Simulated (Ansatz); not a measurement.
## Si2H8O2: nudged elastic band (part 1 of 2)

Si2H8O2, computed with RKS PBE0-D4/def2-SVP (Ansatz 0.2.0).

The run did not end well. It belongs to a series of runs on one base structure; here: band between the two ends.

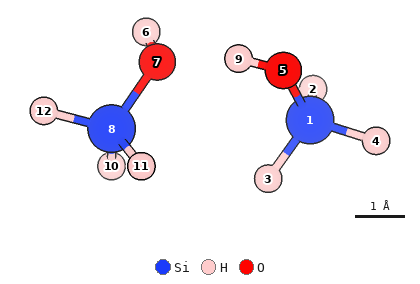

Fig. 1: The structure as given in the input (ball-and-stick view, seen at a tilt; atoms are numbered from 1 in the order of the input). Bond lengths as drawn: H–O 0.96 to 0.97 Å, H–Si 1.49 to 1.50 Å and O–Si 1.66 to 1.69 Å.

**Input file**
```yaml
crystal:
  periodic: [false, false, false]
  atoms:
    - { symbol: Si, position_ang: [-0.375222, -0.627353, 2.008614] }
    - { symbol: H, position_ang: [0.181399, 0.596176, 2.67538] }
    - { symbol: H, position_ang: [0.757816, -1.258912, 1.250773] }
    - { symbol: H, position_ang: [-0.838284, -1.576868, 3.059345] }
    - { symbol: O, position_ang: [-1.668015, -0.292249, 1.02888] }
    - { symbol: H, position_ang: [-0.131445, 1.996717, -0.840166] }
    - { symbol: O, position_ang: [-0.321209, 1.05965, -0.956114] }
    - { symbol: Si, position_ang: [0.735207, 0.164391, -1.916465] }
    - { symbol: H, position_ang: [-1.417376, 0.247113, 0.258385] }
    - { symbol: H, position_ang: [2.12852, 0.243229, -1.384299] }
    - { symbol: H, position_ang: [0.223588, -1.229034, -1.864529] }
    - { symbol: H, position_ang: [0.724921, 0.67704, -3.319904] }
basis:
  gaussian: { orbitals: def2-SVP }
hamiltonian:
  xc: pbe0
  dispersion: d4
neb:
  order_check: false
  images: 9
  f_tol: 0.05
  max_iterations: 51
  final_atoms:
    - { symbol: Si, position_ang: [-0.96572723, -0.35480814, 0.9986095] }
    - { symbol: H, position_ang: [2.58099765, 1.1009647, 1.7669731] }
    - { symbol: H, position_ang: [-0.35708945, -1.1622395, 2.09180705] }
    - { symbol: H, position_ang: [-1.34369431, 1.01112106, 1.44201932] }
    - { symbol: O, position_ang: [-2.37239887, -1.03926161, 0.45192263] }
    - { symbol: H, position_ang: [2.12571347, 0.69487313, 1.30977232] }
    - { symbol: O, position_ang: [0.18015543, -0.27518266, -0.19608727] }
    - { symbol: Si, position_ang: [0.5397682, 0.36029631, -1.68838793] }
    - { symbol: H, position_ang: [-2.35183604, -1.97723273, 0.24063375] }
    - { symbol: H, position_ang: [1.12971261, 1.72308094, -1.53269061] }
    - { symbol: H, position_ang: [1.52647646, -0.53550892, -2.35601127] }
    - { symbol: H, position_ang: [-0.69217793, 0.4537974, -2.52866059] }
  initial_path:
    images:
      - { positions_ang: [[-0.375222, -0.627353, 2.008614], [0.181399, 0.596176, 2.67538], [0.757816, -1.258912, 1.250773], [-0.838284, -1.576868, 3.059345], [-1.668015, -0.292249, 1.02888], [-0.131445, 1.996717, -0.840166], [-0.321209, 1.05965, -0.956114], [0.735207, 0.164391, -1.916465], [-1.417376, 0.247113, 0.258385], [2.12852, 0.243229, -1.384299], [0.223588, -1.229034, -1.864529], [0.724921, 0.67704, -3.319904]] }
      - { positions_ang: [[-0.41452325, -0.56158599, 1.89493859], [0.36099615, 0.57672856, 2.50933178], [0.60430163, -1.32143736, 1.37144439], [-0.91204918, -1.11363145, 2.89164703], [-1.71210714, -0.35643443, 0.93271151], [0.15091822, 1.71270644, -0.49433491], [-0.13217905, 0.89411289, -0.79657881], [0.71592915, 0.20573013, -1.88569112], [-1.51232443, -0.03719904, 0.16164893], [1.99562577, 0.50315644, -1.51893308], [0.42200669, -1.15262619, -1.96029128], [0.43330544, 0.65038001, -3.10599303]] }
      - { positions_ang: [[-0.4538245, -0.49581898, 1.78126318], [0.54059329, 0.55728111, 2.34328356], [0.45078727, -1.38396272, 1.49211577], [-0.98581436, -0.65039489, 2.72394906], [-1.75619927, -0.42061986, 0.83654303], [0.43328144, 1.42869587, -0.14850381], [0.0568509, 0.72857578, -0.63704361], [0.6966513, 0.24706926, -1.85491724], [-1.60727287, -0.32151108, 0.06491286], [1.86273154, 0.76308387, -1.65356717], [0.62042538, -1.07621838, -2.05605356], [0.14168988, 0.62372003, -2.89208207]] }
      - { positions_ang: [[-0.49312575, -0.43005198, 1.66758777], [0.72019044, 0.53783367, 2.17723534], [0.2972729, -1.44648808, 1.61278716], [-1.05957954, -0.18715834, 2.55625109], [-1.80029141, -0.48480529, 0.74037454], [0.71564466, 1.14468531, 0.19732728], [0.24588085, 0.56303867, -0.47750842], [0.67737344, 0.28840838, -1.82414336], [-1.7022213, -0.60582313, -0.03182321], [1.72983731, 1.02301131, -1.78820125], [0.81884408, -0.99981057, -2.15181584], [-0.14992567, 0.59706004, -2.6781711]] }
      - { positions_ang: [[-0.532427, -0.36428497, 1.55391237], [0.89978758, 0.51838622, 2.01118712], [0.14375853, -1.50901344, 1.73345855], [-1.13334473, 0.27607821, 2.38855312], [-1.84438354, -0.54899072, 0.64420606], [0.99800788, 0.86067475, 0.54315837], [0.4349108, 0.39750156, -0.31797322], [0.65809559, 0.32974751, -1.79336948], [-1.79716973, -0.89013517, -0.12855928], [1.59694308, 1.28293874, -1.92283534], [1.01726277, -0.92340276, -2.24757813], [-0.44154123, 0.57040006, -2.46426013]] }
      - { positions_ang: [[-0.57172826, -0.29851796, 1.44023696], [1.07938473, 0.49893878, 1.8451389], [-0.00975583, -1.5715388, 1.85412993], [-1.20710991, 0.73931477, 2.22085515], [-1.88847568, -0.61317615, 0.54803757], [1.2803711, 0.57666418, 0.88898947], [0.62394075, 0.23196445, -0.15843803], [0.63881774, 0.37108664, -1.7625956], [-1.89211816, -1.17444721, -0.22529536], [1.46404885, 1.54286618, -2.05746942], [1.21568146, -0.84699495, -2.34334041], [-0.73315679, 0.54374007, -2.25034917]] }
      - { positions_ang: [[-0.65052805, -0.309776, 1.35191147], [1.37970731, 0.61934396, 1.82950574], [-0.07922256, -1.48967894, 1.90166536], [-1.23442679, 0.79367603, 2.06508798], [-1.98526032, -0.69839324, 0.52881458], [1.44943958, 0.60030597, 0.97314604], [0.53518368, 0.13053503, -0.16596788], [0.61900783, 0.36892857, -1.74775406], [-1.98406174, -1.33500431, -0.13210953], [1.3971816, 1.57890913, -1.95251366], [1.27784046, -0.78469775, -2.34587458], [-0.72496102, 0.52575154, -2.30601145]] }
      - { positions_ang: [[-0.72932784, -0.32103403, 1.26358598], [1.6800299, 0.73974915, 1.81387258], [-0.14868928, -1.40781908, 1.94920078], [-1.26174367, 0.84803728, 1.90932082], [-2.08204495, -0.78361033, 0.50959159], [1.61850805, 0.62394776, 1.05730261], [0.44642662, 0.02910561, -0.17349772], [0.59919792, 0.36677051, -1.73291253], [-2.07600531, -1.49556142, -0.03892371], [1.33031435, 1.61495208, -1.8475579], [1.33999946, -0.72240054, -2.34840875], [-0.71676525, 0.507763, -2.36167374]] }
      - { positions_ang: [[-0.80812764, -0.33229207, 1.17526049], [1.98035248, 0.86015433, 1.79823942], [-0.218156, -1.32595922, 1.9967362], [-1.28906055, 0.90239854, 1.75355365], [-2.17882959, -0.86882742, 0.49036861], [1.78757652, 0.64758955, 1.14145918], [0.35766956, -0.07232381, -0.18102757], [0.57938802, 0.36461244, -1.718071], [-2.16794889, -1.65611852, 0.05426211], [1.2634471, 1.65099504, -1.74260214], [1.40215846, -0.66010333, -2.35094293], [-0.70856948, 0.48977447, -2.41733602]] }
      - { positions_ang: [[-0.88692743, -0.3435501, 1.086935], [2.28067507, 0.98055952, 1.78260626], [-0.28762273, -1.24409936, 2.04427162], [-1.31637743, 0.9567598, 1.59778648], [-2.27561423, -0.95404451, 0.47114562], [1.956645, 0.67123134, 1.22561575], [0.2689125, -0.17375323, -0.18855742], [0.55957811, 0.36245438, -1.70322947], [-2.25989246, -1.81667563, 0.14744793], [1.19657986, 1.68703799, -1.63764637], [1.46431746, -0.59780612, -2.3534771], [-0.7003737, 0.47178594, -2.47299831]] }
      - { positions_ang: [[-0.96572723, -0.35480814, 0.9986095], [2.58099765, 1.1009647, 1.7669731], [-0.35708945, -1.1622395, 2.09180705], [-1.34369431, 1.01112106, 1.44201932], [-2.37239887, -1.03926161, 0.45192263], [2.12571347, 0.69487313, 1.30977232], [0.18015543, -0.27518266, -0.19608727], [0.5397682, 0.36029631, -1.68838793], [-2.35183604, -1.97723273, 0.24063375], [1.12971261, 1.72308094, -1.53269061], [1.52647646, -0.53550892, -2.35601127], [-0.69217793, 0.4537974, -2.52866059]] }
```

Launched with:
```bash
ansatz run input.yaml --threads 2 --pin off --max-ram 3072MiB --backend cpu --events-out ev --progress --plain --runs-dir out
```

**The program's output**
```
Engine: ansatz 0.2.0, x86_64-unknown-linux-gnu
Functional definition: PBE0
  parameter a = 0.25
  parameter kappa = 0.804
  parameter beta = 0.06672455060314922
  exchange = (1 - a)*pbe_x(kappa = kappa, mu = beta*pi^2/3) + a*exact_x
  correlation = pbe_c(beta = beta)
1069 factors; integrals over basis functions are off by at most 3.3e-4 eV
mean field evaluation 1: about -19955.7327 eV, gradient 5.9e1 eV
mean field evaluation 2: about -19945.5539 eV, gradient 9.4e1 eV
mean field evaluation 4: about -19961.7168 eV, gradient 2.4e0 eV
mean field evaluation 8: about -19961.7279 eV, gradient 1.0e-2 eV
mean field -19961.72788128 eV, -733.5799690919 hartree, gradient 7.3e-5 eV, S^2 0.000000; 0 other end points of the search recorded, 0 dependent functions left out
the calculation of the forces begins
reference -19961.72791231 eV, -733.5799702323 hartree; 26, 26 occupied and 78, 78 virtual orbitals, 1069 factors
1070 factors; integrals over basis functions are off by at most 4.8e-4 eV
mean field evaluation 16: about -19961.9358 eV, gradient 5.4e0 eV
mean field -19962.36589837 eV, -733.6034157874 hartree, gradient 7.4e-5 eV, S^2 0.000000; 0 other end points of the search recorded, 0 dependent functions left out
[... from here on the field's lines of each further geometry are left out, up to the last ...]
NEB iter   1: max|band force component| = 1.726e1 eV/Å  barrier→ = 9.5143 eV  barrier← = 10.1637 eV  Δτ_max = 0.2000 Å  (252 SCF iters)
NEB iter   2: max|band force component| = 7.043e0 eV/Å  barrier→ = 2.7619 eV  barrier← = 3.4113 eV  Δτ_max = 0.2000 Å  (242 SCF iters)
NEB iter   3: max|band force component| = 3.435e0 eV/Å  barrier→ = 1.5207 eV  barrier← = 2.1701 eV  Δτ_max = 0.1985 Å  (238 SCF iters)
NEB iter   4: max|band force component| = 1.453e0 eV/Å  barrier→ = 1.5423 eV  barrier← = 2.1917 eV  Δτ_max = 0.1965 Å  (225 SCF iters)
NEB iter   5: max|band force component| = 1.261e0 eV/Å  barrier→ = 1.7168 eV  barrier← = 2.3663 eV  Δτ_max = 0.2000 Å  (222 SCF iters)
NEB iter   6: max|band force component| = 9.078e-1 eV/Å  barrier→ = 1.6838 eV  barrier← = 2.3333 eV  Δτ_max = 0.2000 Å  (225 SCF iters)
NEB iter   7: max|band force component| = 1.126e0 eV/Å  barrier→ = 1.6275 eV  barrier← = 2.2770 eV  Δτ_max = 0.0996 Å  (219 SCF iters)
NEB iter   8: max|band force component| = 6.650e-1 eV/Å  barrier→ = 1.6067 eV  barrier← = 2.2562 eV  Δτ_max = 0.1005 Å  (209 SCF iters)
NEB iter   9: max|band force component| = 3.069e-1 eV/Å  barrier→ = 1.5926 eV  barrier← = 2.2420 eV  CI = image 5  Δτ_max = 0.1992 Å  (210 SCF iters)
NEB iter  10: max|band force component| = 2.803e-1 eV/Å  barrier→ = 1.5890 eV  barrier← = 2.2385 eV  CI = image 5  Δτ_max = 0.1506 Å  (214 SCF iters)
NEB iter  11: max|band force component| = 1.963e-1 eV/Å  barrier→ = 1.5858 eV  barrier← = 2.2352 eV  CI = image 5  Δτ_max = 0.0919 Å  (212 SCF iters)
NEB iter  12: max|band force component| = 2.147e-1 eV/Å  barrier→ = 1.5814 eV  barrier← = 2.2309 eV  CI = image 5  Δτ_max = 0.0463 Å  (207 SCF iters)
NEB iter  13: max|band force component| = 1.451e-1 eV/Å  barrier→ = 1.5788 eV  barrier← = 2.2283 eV  CI = image 5  Δτ_max = 0.0461 Å  (211 SCF iters)
NEB iter  14: max|band force component| = 8.230e-2 eV/Å  barrier→ = 1.5764 eV  barrier← = 2.2258 eV  CI = image 5  Δτ_max = 0.0461 Å  (208 SCF iters)
NEB iter  15: max|band force component| = 5.547e-2 eV/Å  barrier→ = 1.5740 eV  barrier← = 2.2235 eV  CI = image 5  Δτ_max = 0.0461 Å  (209 SCF iters)
NEB iter  16: max|band force component| = 6.304e-2 eV/Å  barrier→ = 1.5718 eV  barrier← = 2.2212 eV  CI = image 5  Δτ_max = 0.0231 Å  (208 SCF iters)
NEB iter  17: max|band force component| = 5.859e-2 eV/Å  barrier→ = 1.5708 eV  barrier← = 2.2202 eV  CI = image 5  Δτ_max = 0.0231 Å  (210 SCF iters)
NEB iter  18: max|band force component| = 4.263e-2 eV/Å  barrier→ = 1.5697 eV  barrier← = 2.2192 eV  CI = image 5  Δτ_max = 0.0230 Å  (208 SCF iters)
NEB iter  19: max|band force component| = 5.161e-2 eV/Å  barrier→ = 1.5687 eV  barrier← = 2.2182 eV  CI = image 5  Δτ_max = 0.0461 Å  (22 SCF iters)
NEB iter  20: max|band force component| = 5.677e-2 eV/Å  barrier→ = 1.5668 eV  barrier← = 2.2163 eV  CI = image 5  Δτ_max = 0.0461 Å  (207 SCF iters)
NEB iter  21: max|band force component| = 6.669e-2 eV/Å  barrier→ = 1.5650 eV  barrier← = 2.2144 eV  CI = image 5  Δτ_max = 0.0231 Å  (206 SCF iters)
NEB iter  22: max|band force component| = 6.981e-2 eV/Å  barrier→ = 1.5640 eV  barrier← = 2.2134 eV  CI = image 5  Δτ_max = 0.0231 Å  (209 SCF iters)
NEB iter  23: max|band force component| = 7.085e-2 eV/Å  barrier→ = 1.5630 eV  barrier← = 2.2125 eV  CI = image 5  Δτ_max = 0.0231 Å  (208 SCF iters)
NEB iter  24: max|band force component| = 7.664e-2 eV/Å  barrier→ = 1.5619 eV  barrier← = 2.2114 eV  CI = image 5  Δτ_max = 0.0231 Å  (209 SCF iters)
NEB iter  25: max|band force component| = 7.700e-2 eV/Å  barrier→ = 1.5608 eV  barrier← = 2.2102 eV  CI = image 5  Δτ_max = 0.0461 Å  (210 SCF iters)
NEB iter  26: max|band force component| = 8.442e-2 eV/Å  barrier→ = 1.5589 eV  barrier← = 2.2084 eV  CI = image 5  Δτ_max = 0.0922 Å  (206 SCF iters)
NEB iter  27: max|band force component| = 8.734e-2 eV/Å  barrier→ = 1.5567 eV  barrier← = 2.2062 eV  CI = image 5  Δτ_max = 0.0923 Å  (207 SCF iters)
NEB iter  28: max|band force component| = 1.017e-1 eV/Å  barrier→ = 1.5538 eV  barrier← = 2.2032 eV  CI = image 5  Δτ_max = 0.0924 Å  (204 SCF iters)
NEB iter  29: max|band force component| = 9.849e-2 eV/Å  barrier→ = 1.5500 eV  barrier← = 2.1995 eV  CI = image 5  Δτ_max = 0.0924 Å  (207 SCF iters)
NEB iter  30: max|band force component| = 1.329e-1 eV/Å  barrier→ = 1.5453 eV  barrier← = 2.1947 eV  CI = image 5  Δτ_max = 0.0462 Å  (205 SCF iters)
NEB iter  31: max|band force component| = 1.199e-1 eV/Å  barrier→ = 1.5405 eV  barrier← = 2.1900 eV  CI = image 5  Δτ_max = 0.0462 Å  (208 SCF iters)
NEB iter  32: max|band force component| = 1.192e-1 eV/Å  barrier→ = 1.5366 eV  barrier← = 2.1861 eV  CI = image 5  Δτ_max = 0.0925 Å  (212 SCF iters)
NEB iter  33: max|band force component| = 1.534e-1 eV/Å  barrier→ = 1.5291 eV  barrier← = 2.1785 eV  CI = image 5  Δτ_max = 0.1143 Å  (213 SCF iters)
NEB iter  34: max|band force component| = 1.814e-1 eV/Å  barrier→ = 1.5195 eV  barrier← = 2.1690 eV  CI = image 5  Δτ_max = 0.1150 Å  (213 SCF iters)
NEB iter  35: max|band force component| = 2.006e-1 eV/Å  barrier→ = 1.5085 eV  barrier← = 2.1580 eV  CI = image 5  Δτ_max = 0.1787 Å  (217 SCF iters)
NEB iter  36: max|band force component| = 1.776e-1 eV/Å  barrier→ = 1.4952 eV  barrier← = 2.1447 eV  CI = image 5  Δτ_max = 0.1544 Å  (218 SCF iters)
NEB iter  37: max|band force component| = 1.649e-1 eV/Å  barrier→ = 1.4804 eV  barrier← = 2.1299 eV  CI = image 5  Δτ_max = 0.1840 Å  (220 SCF iters)
NEB iter  38: max|band force component| = 3.224e-1 eV/Å  barrier→ = 1.4851 eV  barrier← = 2.1346 eV  CI = image 5  Δτ_max = 0.0924 Å  (219 SCF iters)
NEB iter  39: max|band force component| = 1.525e-1 eV/Å  barrier→ = 1.4519 eV  barrier← = 2.1014 eV  CI = image 5  Δτ_max = 0.0929 Å  (212 SCF iters)
NEB iter  40: max|band force component| = 3.240e-1 eV/Å  barrier→ = 1.4446 eV  barrier← = 2.0940 eV  CI = image 5  Δτ_max = 0.0461 Å  (211 SCF iters)
NEB iter  41: max|band force component| = 2.066e-1 eV/Å  barrier→ = 1.4474 eV  barrier← = 2.0968 eV  CI = image 5  Δτ_max = 0.0927 Å  (211 SCF iters)
NEB iter  42: max|band force component| = 2.171e-1 eV/Å  barrier→ = 1.4461 eV  barrier← = 2.0955 eV  CI = image 5  Δτ_max = 0.0922 Å  (212 SCF iters)
NEB iter  43: max|band force component| = 2.693e-1 eV/Å  barrier→ = 1.4422 eV  barrier← = 2.0916 eV  CI = image 5  Δτ_max = 0.0461 Å  (210 SCF iters)
NEB iter  44: max|band force component| = 9.401e-2 eV/Å  barrier→ = 1.4398 eV  barrier← = 2.0893 eV  CI = image 5  Δτ_max = 0.0922 Å  (212 SCF iters)
NEB iter  45: max|band force component| = 7.856e-2 eV/Å  barrier→ = 1.4390 eV  barrier← = 2.0885 eV  CI = image 5  Δτ_max = 0.0921 Å  (211 SCF iters)
NEB iter  46: max|band force component| = 5.846e-2 eV/Å  barrier→ = 1.4384 eV  barrier← = 2.0879 eV  CI = image 5  Δτ_max = 0.0921 Å  (209 SCF iters)
NEB iter  47: max|band force component| = 8.318e-2 eV/Å  barrier→ = 1.4386 eV  barrier← = 2.0880 eV  CI = image 5  Δτ_max = 0.0461 Å  (212 SCF iters)
NEB iter  48: max|band force component| = 1.528e-1 eV/Å  barrier→ = 1.4381 eV  barrier← = 2.0876 eV  CI = image 5  Δτ_max = 0.0462 Å  (212 SCF iters)
NEB iter  49: max|band force component| = 2.040e-1 eV/Å  barrier→ = 1.4380 eV  barrier← = 2.0875 eV  CI = image 5  Δτ_max = 0.0461 Å  (208 SCF iters)
NEB iter  50: max|band force component| = 2.885e-1 eV/Å  barrier→ = 1.4380 eV  barrier← = 2.0875 eV  CI = image 5  Δτ_max = 0.0920 Å  (211 SCF iters)
the calculation of the forces begins
reference -19962.36552963 eV, -733.6034022365 hartree; 26, 26 occupied and 78, 78 virtual orbitals, 1070 factors
these checks for a lower state are left out or cut short: starts, cluster_reference, orbital_swaps, neighbouring_geometries, increment
1069 factors; integrals over basis functions are off by at most 5.2e-4 eV
mean field evaluation 2496: about -19962.3753 eV, gradient 1.3e-5 eV
mean field -19962.37526521 eV, -733.6037600125 hartree, gradient 3.6e-5 eV, S^2 0.000000; 0 other end points of the search recorded, 0 dependent functions left out
the calculation of the forces begins
reference -19962.37529653 eV, -733.6037611637 hartree; 26, 26 occupied and 78, 78 virtual orbitals, 1069 factors
NEB iter  51: max|band force component| = 1.965e-1 eV/Å  barrier→ = 1.4380 eV  barrier← = 2.0874 eV  CI = image 5  Δτ_max = 0.1827 Å  (207 SCF iters)
```

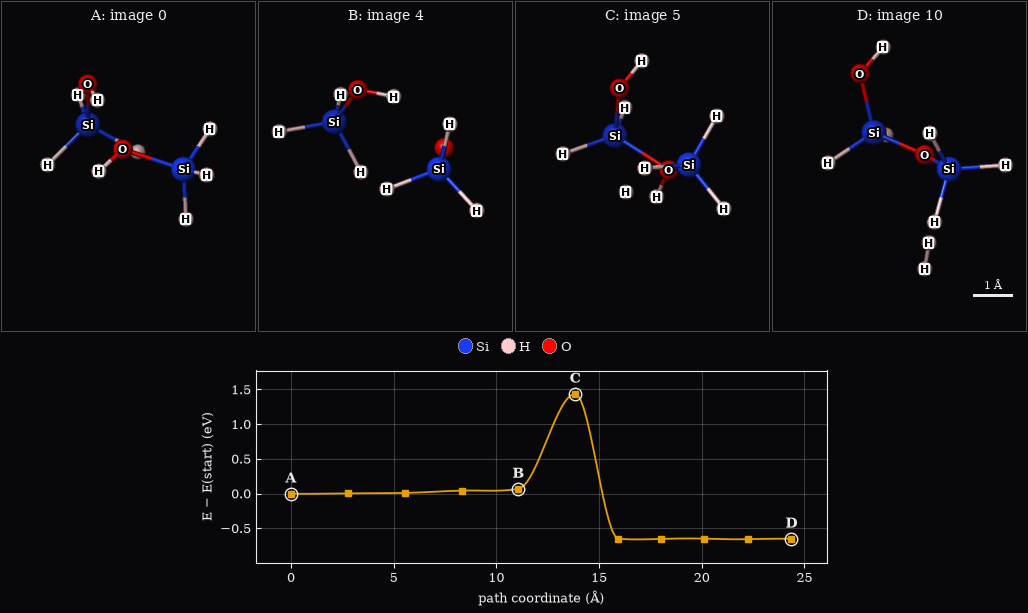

Fig. 2: Images of the last band (counted from 0; ball-and-stick, seen at a tilt) above the energy along the path; the line is a cubic interpolation that uses the forces. The highest image is number 5, 1.438 eV above the start and 2.087 eV above the end (the climbing image); the end lies 0.649 eV below the start. The path is 24.37 Å long. The band had not converged after 51 iterations.
